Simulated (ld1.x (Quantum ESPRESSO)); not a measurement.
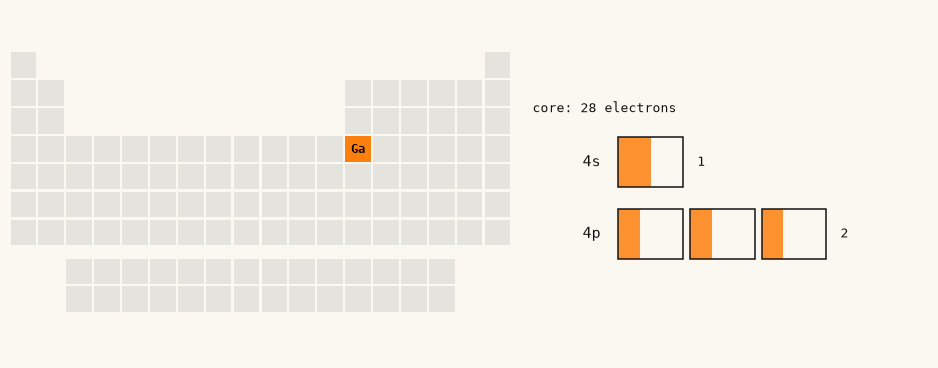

Fig. 1: Left, the place of gallium in the periodic table; right, the valence shells of the reference configuration: a box for each of the 2l + 1 orbitals, shaded by the share of the shell that is filled, with the electron count at the right.

**Ga: pseudopotential generation (part 1 of 2)**

Gallium (Ga, Z = 31), core [Ar] 3d10, reference valence 4s1 4p2, valence charge 3. Computed at this level: RRKJ potential, Wu–Cohen, scalar-relativistic, made with ld1.x (Quantum ESPRESSO) 7.5.

### Key numbers

- outcome: generated, with a ghost state
- cutoffs needed: 12 Ry and 30 Ry (the cutoffs, on a coarse ladder, from which the occupation-weighted sum of valence levels, in a spherical-Bessel basis at the reference potential, stays within 10 and 1 mRy of its value at 400 Ry); ghost states and empty shells don't enter this sum
- ghost test: ghost state below the valence levels: s at -297.7 eV (spherical-Bessel basis up to 400 Ry, 20 bohr box)
- largest excitation error: -69 meV (all-electron minus pseudo) for 4s1 4p0, out of 7 test configurations
- range over which the phases arctan(r u′/u) at the test radius agree within 0.05 rad (a looser test near the poles than one of phase shifts): s: up to about 1.8 Ry; p: up to about 2.3 Ry; d: from about -1.4 Ry upwards
- hardware: 1 CPU thread, shared host
- wall time: 1.9 s

### Notes

The potential has a bound ghost state, so it can't be used as it stands.

### The input
```
 &input
   title='Ga', zed=31., rel=1, dft='WC', iswitch=3,
   config='[Ar] 3d10 4s1 4p2 4d-2',
   nld=3, rlderiv=2.90, eminld=-3.0, emaxld=5.0, deld=0.02
 /
 &inputp
   pseudotype=2, tm=.false., rho0=0.001, lloc=1,
   nlcc=.false.,
   file_pseudopw='Ga.UPF', file_wfcaegen='ae.wfc', file_wfcncgen='nc.wfc', file_beta='beta', file_chi='chi'
 /
3
4S  1  0   1.00   0.00  1.55  1.55  0.0
4D  3  2  -2.00   1.51  2.45  2.45  0.0
4P  2  1   2.00   0.00  2.65  2.65  0.0
 &test
   configts(1)='4s1 4p2'
 /
```

### Input of the test run
```
 &input
   title='Ga', zed=31., rel=1, dft='WC', iswitch=2,
   config='[Ar] 3d10 4s1 4p2 4d-2'
 /
 &test
   file_pseudo='Ga.UPF', nconf=8,
   configts(1)='4s1 4p2',
   configts(2)='4s2 4p1',
   configts(3)='4s2 4p0',
   configts(4)='4s1 4p0',
   configts(5)='4s2 4p1.3',
   configts(6)='4s1 4p1',
   configts(7)='4s2 4p0.5',
   configts(8)='4s0 4p3'
 /
```

Launched with:
```bash
ld1.x < Ga.in > Ga.out
```

### Output
```
     Program LD1 v.7.5
     --------------------------- All-electron run ----------------------------

     Ga
     scalar relativistic calculation

     atomic number is 31.00
     dft =WC   lsd =0 sic =0 latt =0  beta=0.20 tr2=1.0E-14
     Exchange-correlation= WC
                           (   1   4  11   4   0   0   0)
     mesh =1205 r(mesh) = 101.09016 a.u. xmin = -7.00 dx = 0.01250
     1 Ry =  13.60569312 eV, c = 137.03599908

     n l     nl                  e(Ry)          e(Ha)          e(eV)
     1 0     1S 1( 2.00)      -751.8442      -375.9221    -10229.3615
     2 0     2S 1( 2.00)       -92.8799       -46.4400     -1263.6957
     2 1     2P 1( 6.00)       -80.9036       -40.4518     -1100.7495
     3 0     3S 1( 2.00)       -11.0090        -5.5045      -149.7855
     3 1     3P 1( 6.00)        -7.3993        -3.6997      -100.6728
     3 2     3D 1(10.00)        -1.5459        -0.7729       -21.0329
     4 0     4S 1( 1.00)        -0.7410        -0.3705       -10.0821
     4 1     4P 1( 2.00)        -0.2463        -0.1232        -3.3517

     final scf error:  8.7E-15 reached in  33 iterations

     Etot =   -3886.445734 Ry,   -1943.222867 Ha,  -52877.788002 eV

     Ekin =    3952.466549 Ry,    1976.233274 Ha,   53776.046939 eV
     Encl =   -9363.444557 Ry,   -4681.722278 Ha, -127396.153215 eV
     Eh   =    1674.387256 Ry,     837.193628 Ha,   22781.199176 eV
     Exc  =    -149.854982 Ry,     -74.927491 Ha,   -2038.880902 eV

     normalization and overlap integrals

     s(1S/1S) =  1.000000  <r> =   0.0486  <r2> =    0.0032  r(max) =   0.0319
     s(2S/2S) =  1.000000  <r> =   0.2179  <r2> =    0.0560  r(max) =   0.1833
     s(2P/2P) =  1.000000  <r> =   0.1907  <r2> =    0.0446  r(max) =   0.1464
     s(3S/3S) =  1.000000  <r> =   0.6522  <r2> =    0.4912  r(max) =   0.5647
     s(3P/3P) =  1.000000  <r> =   0.6792  <r2> =    0.5444  r(max) =   0.5647
     s(3D/3D) =  1.000000  <r> =   0.8069  <r2> =    0.8518  r(max) =   0.5305
     s(4S/4S) =  1.000000  <r> =   2.2890  <r2> =    6.0768  r(max) =   1.8748
     s(4P/4P) =  1.000000  <r> =   3.1791  <r2> =   12.0721  r(max) =   2.4376

     ------------------------ End of All-electron run ------------------------

     --------------------- Generating NC pseudopotential ---------------------

      Generating local pot.: lloc=1, matching radius rcloc =   2.6500

      Wfc   4S  rcut= 1.554  Estimated cut-off energy=       17.21 Ry
      Using 4 Bessel functions for this wfc, rho(0) = 0.001
      This function has    0 nodes for 0 < r <    1.554

      Wfc   4D  rcut= 2.438  Estimated cut-off energy=       39.00 Ry
      This function has    0 nodes for 0 < r <    2.438

     ------------------- End of pseudopotential generation -------------------

     --------------------------- All-electron run ----------------------------

     Ga
     scalar relativistic calculation

     atomic number is 31.00
     dft =WC   lsd =0 sic =0 latt =0  beta=0.20 tr2=1.0E-14
     Exchange-correlation= WC
                           (   1   4  11   4   0   0   0)
     mesh =1205 r(mesh) = 101.09016 a.u. xmin = -7.00 dx = 0.01250
     1 Ry =  13.60569312 eV, c = 137.03599908

     n l     nl                  e(Ry)          e(Ha)          e(eV)
     1 0     1S 1( 2.00)      -751.8442      -375.9221    -10229.3615
     2 0     2S 1( 2.00)       -92.8799       -46.4400     -1263.6957
     2 1     2P 1( 6.00)       -80.9036       -40.4518     -1100.7495
     3 0     3S 1( 2.00)       -11.0090        -5.5045      -149.7855
     3 1     3P 1( 6.00)        -7.3993        -3.6997      -100.6728
     3 2     3D 1(10.00)        -1.5459        -0.7729       -21.0329
     4 0     4S 1( 1.00)        -0.7410        -0.3705       -10.0821
     4 1     4P 1( 2.00)        -0.2463        -0.1232        -3.3517

     final scf error:  8.7E-15 reached in  33 iterations

     Etot =   -3886.445734 Ry,   -1943.222867 Ha,  -52877.788002 eV

     Ekin =    3952.466549 Ry,    1976.233274 Ha,   53776.046939 eV
     Encl =   -9363.444557 Ry,   -4681.722278 Ha, -127396.153215 eV
     Eh   =    1674.387256 Ry,     837.193628 Ha,   22781.199176 eV
     Exc  =    -149.854982 Ry,     -74.927491 Ha,   -2038.880902 eV

     normalization and overlap integrals

     s(1S/1S) =  1.000000  <r> =   0.0486  <r2> =    0.0032  r(max) =   0.0319
     s(2S/2S) =  1.000000  <r> =   0.2179  <r2> =    0.0560  r(max) =   0.1833
     s(2P/2P) =  1.000000  <r> =   0.1907  <r2> =    0.0446  r(max) =   0.1464
     s(3S/3S) =  1.000000  <r> =   0.6522  <r2> =    0.4912  r(max) =   0.5647
     s(3P/3P) =  1.000000  <r> =   0.6792  <r2> =    0.5444  r(max) =   0.5647
     s(3D/3D) =  1.000000  <r> =   0.8069  <r2> =    0.8518  r(max) =   0.5305
     s(4S/4S) =  1.000000  <r> =   2.2890  <r2> =    6.0768  r(max) =   1.8748
     s(4P/4P) =  1.000000  <r> =   3.1791  <r2> =   12.0721  r(max) =   2.4376

     ------------------------ End of All-electron run ------------------------

     Computing logarithmic derivative in   2.88574
     Computing logarithmic derivative in   2.88574
     Computing the partial wave expansion
     R is outside the sphere for l=    0 j= 0.00
       no projector for channel:   1
     R is outside the sphere for l=    2 j= 0.00

     ---------------------- Testing the pseudopotential ----------------------

     Ga
     scalar relativistic calculation

     atomic number is 31.00   valence charge is  3.00
     dft =WC   lsd =0 sic =0 latt =0  beta=0.20 tr2=1.0E-14
     mesh =1205 r(mesh) = 101.09016 xmin = -7.00 dx = 0.01250

     n l     nl             e AE (Ry)        e PS (Ry)    De AE-PS (Ry)
     1 0     4S   1( 1.00)       -0.74102       -0.74102        0.00000
     2 1     4P   1( 2.00)       -0.24634       -0.24634        0.00000

     eps = 1.7E-15  iter = 24

     Etot =   -3886.445734 Ry,   -1943.222867 Ha,  -52877.788002 eV
     Etotps =    -3.735069 Ry,      -1.867534 Ha,     -50.818202 eV

     Ekin =       1.684661 Ry,       0.842330 Ha,      22.920979 eV
     Encl =      -7.078907 Ry,      -3.539454 Ha,     -96.313437 eV
     Ehrt =       2.847797 Ry,       1.423898 Ha,      38.746247 eV
     Ecxc =      -1.166553 Ry,      -0.583276 Ha,     -15.871759 eV
     Epseu=      -0.022067 Ry,      -0.011033 Ha,      -0.300233 eV

     ---------------------- End of pseudopotential test ----------------------
```

### Output of the test run (extracts)
```
     ---------------------- Testing the pseudopotential ----------------------

     Ga
     scalar relativistic calculation

     atomic number is 31.00   valence charge is  3.00
     dft =WC   lsd =0 sic =0 latt =0  beta=0.20 tr2=1.0E-14
     mesh =1205 r(mesh) = 101.09016 xmin = -7.00 dx = 0.01250

     n l     nl             e AE (Ry)        e PS (Ry)    De AE-PS (Ry)
     1 0     4S   1( 1.00)       -0.74102       -0.74102        0.00000
     2 1     4P   1( 2.00)       -0.24634       -0.24634        0.00000

     eps = 1.9E-15  iter = 26

     Etot =   -3886.445734 Ry,   -1943.222867 Ha,  -52877.788002 eV
     Etotps =    -3.735069 Ry,      -1.867534 Ha,     -50.818202 eV

     Ekin =       1.684661 Ry,       0.842330 Ha,      22.920979 eV
     Encl =      -7.078907 Ry,      -3.539454 Ha,     -96.313437 eV
     Ehrt =       2.847797 Ry,       1.423898 Ha,      38.746247 eV
     Ecxc =      -1.166553 Ry,      -0.583276 Ha,     -15.871759 eV
     Epseu=      -0.022067 Ry,      -0.011033 Ha,      -0.300233 eV

     ---------------------- End of pseudopotential test ----------------------

     ---------------------- Testing the pseudopotential ----------------------

     Ga
     scalar relativistic calculation

     atomic number is 31.00   valence charge is  3.00
     dft =WC   lsd =0 sic =0 latt =0  beta=0.20 tr2=1.0E-14
     mesh =1205 r(mesh) = 101.09016 xmin = -7.00 dx = 0.01250

     n l     nl             e AE (Ry)        e PS (Ry)    De AE-PS (Ry)
     1 0     4S   1( 2.00)       -0.66062       -0.66232        0.00170
     2 1     4P   1( 1.00)       -0.18789       -0.18762       -0.00026

     eps = 9.7E-15  iter = 17

     Etot =   -3886.929707 Ry,   -1943.464854 Ha,  -52884.372789 eV
     Etotps =    -4.220187 Ry,      -2.110093 Ha,     -57.418565 eV
     dEtot_ae =      -0.483973 Ry
     dEtot_ps =      -0.485118 Ry,   Delta E=       0.001145 Ry

     Ekin =       1.501502 Ry,       0.750751 Ha,      20.428973 eV
     Encl =      -7.502413 Ry,      -3.751207 Ha,    -102.075536 eV
     Ehrt =       3.080355 Ry,       1.540177 Ha,      41.910361 eV
     Ecxc =      -1.259439 Ry,      -0.629720 Ha,     -17.135541 eV
     Epseu=      -0.040191 Ry,      -0.020095 Ha,      -0.546822 eV

     ---------------------- End of pseudopotential test ----------------------

     ---------------------- Testing the pseudopotential ----------------------

     Ga
     scalar relativistic calculation

     atomic number is 31.00   valence charge is  3.00
     dft =WC   lsd =0 sic =0 latt =0  beta=0.20 tr2=1.0E-14
     mesh =1205 r(mesh) = 101.09016 xmin = -7.00 dx = 0.01250

     n l     nl             e AE (Ry)        e PS (Ry)    De AE-PS (Ry)
     1 0     4S   1( 2.00)       -1.20627       -1.21177        0.00550  !
     2 1     4P   1( 0.00)       -0.66612       -0.66794        0.00182

     eps = 3.2E-15  iter = 17

     Etot =   -3886.512257 Ry,   -1943.256129 Ha,  -52878.693089 eV
     Etotps =    -3.802099 Ry,      -1.901049 Ha,     -51.730187 eV
     dEtot_ae =      -0.066523 Ry
     dEtot_ps =      -0.067030 Ry,   Delta E=       0.000507 Ry

     Ekin =       1.108703 Ry,       0.554351 Ha,      15.084668 eV
     Encl =      -5.607980 Ry,      -2.803990 Ha,     -76.300449 eV
     Ehrt =       1.639280 Ry,       0.819640 Ha,      22.303545 eV
     Ecxc =      -0.894043 Ry,      -0.447021 Ha,     -12.164074 eV
     Epseu=      -0.048059 Ry,      -0.024030 Ha,      -0.653877 eV

     ---------------------- End of pseudopotential test ----------------------

     ---------------------- Testing the pseudopotential ----------------------

     Ga
     scalar relativistic calculation

     atomic number is 31.00   valence charge is  3.00
     dft =WC   lsd =0 sic =0 latt =0  beta=0.20 tr2=1.0E-14
     mesh =1205 r(mesh) = 101.09016 xmin = -7.00 dx = 0.01250

     n l     nl             e AE (Ry)        e PS (Ry)    De AE-PS (Ry)
     1 0     4S   1( 1.00)       -1.91542       -1.91664        0.00122
     2 1     4P   1( 0.00)       -1.29684       -1.29954        0.00270

     eps = 8.2E-15  iter = 22

     Etot =   -3884.955374 Ry,   -1942.477687 Ha,  -52857.510614 eV
     Etotps =    -2.239672 Ry,      -1.119836 Ha,     -30.472293 eV
     dEtot_ae =       1.490361 Ry
     dEtot_ps =       1.495397 Ry,   Delta E=      -0.005036 Ry

     Ekin =       0.650233 Ry,       0.325117 Ha,       8.846872 eV
     Encl =      -2.903486 Ry,      -1.451743 Ha,     -39.503945 eV
     Ehrt =       0.434149 Ry,       0.217075 Ha,       5.906900 eV
     Ecxc =      -0.388902 Ry,      -0.194451 Ha,      -5.291287 eV
     Epseu=      -0.031666 Ry,      -0.015833 Ha,      -0.430832 eV

     ---------------------- End of pseudopotential test ----------------------

     ---------------------- Testing the pseudopotential ----------------------

     Ga
     scalar relativistic calculation

     atomic number is 31.00   valence charge is  3.00
     dft =WC   lsd =0 sic =0 latt =0  beta=0.20 tr2=1.0E-14
     mesh =1205 r(mesh) = 101.09016 xmin = -7.00 dx = 0.01250

     n l     nl             e AE (Ry)        e PS (Ry)    De AE-PS (Ry)
     1 0     4S   1( 2.00)       -0.52669       -0.52810        0.00141
     2 1     4P   1( 1.30)       -0.07216       -0.07184       -0.00033

     eps = 4.5E-15  iter = 19

     Etot =   -3886.968268 Ry,   -1943.484134 Ha,  -52884.897438 eV
     Etotps =    -4.258657 Ry,      -2.129328 Ha,     -57.941978 eV
     dEtot_ae =      -0.522534 Ry
     dEtot_ps =      -0.523588 Ry,   Delta E=       0.001054 Ry

     Ekin =       1.554676 Ry,       0.777338 Ha,      21.152448 eV
     Encl =      -7.938748 Ry,      -3.969374 Ha,    -108.012174 eV
     Ehrt =       3.507852 Ry,       1.753926 Ha,      47.726754 eV
     Ecxc =      -1.343548 Ry,      -0.671774 Ha,     -18.279905 eV
     Epseu=      -0.038888 Ry,      -0.019444 Ha,      -0.529101 eV

     ---------------------- End of pseudopotential test ----------------------
```

(Continued in part 2.)
